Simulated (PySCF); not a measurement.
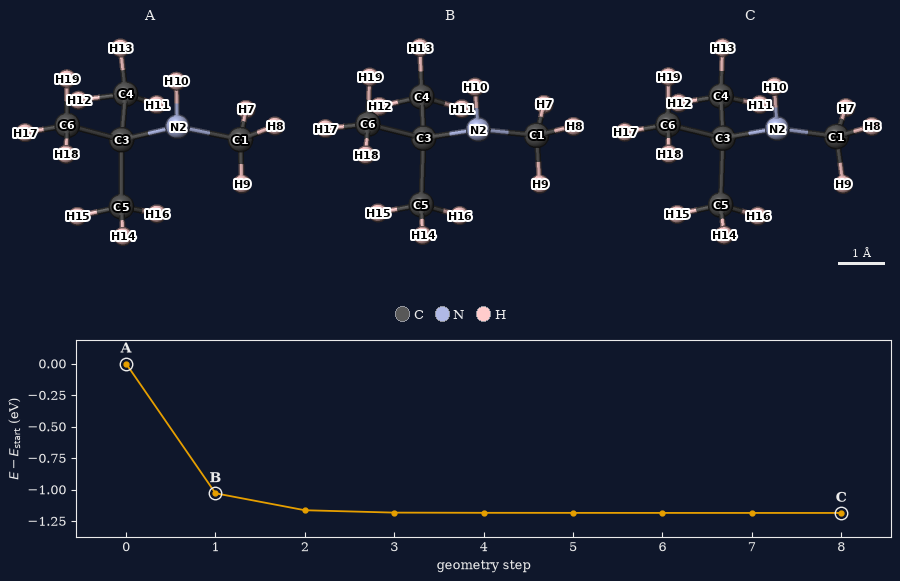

Frames of a relaxation of C5H13N, marked on the history of the run. A ball-and-stick model, seen face on.

The start comes from MMFF94s. Its atoms were then displaced at random by about 0.03 Å.

These are results of PySCF 2.14.0, density-fitted response routines, PBE0-D3(BJ)/def2-SVP geometry optimisation, gas phase, not measurements. 

Describe the path.

After 8 geometry steps the energy has fallen by 1.186 eV. H10 moves most after the best rigid fit: 0.14 Å. By element the largest moves are H 0.14 Å, C 0.12 Å, N 0.04 Å. Among the contacts that change: C4–H11 0.987 → 1.101 Å, C1–H9 1.012 → 1.101 Å, C1–N2 1.518 → 1.441 Å, C1–H8 1.040 → 1.101 Å. Among the angles between lasting bonds that change: H11–C4–H13 118.3° → 108.0°, H12–C4–H13 97.7° → 107.7°, N2–C1–H7 107.1° → 115.8°. From step 0 to 1: H atoms move most (0.17 Å), energy −1.030 eV. From step 1 to 8: H9 moves most (0.11 Å), energy −0.156 eV.
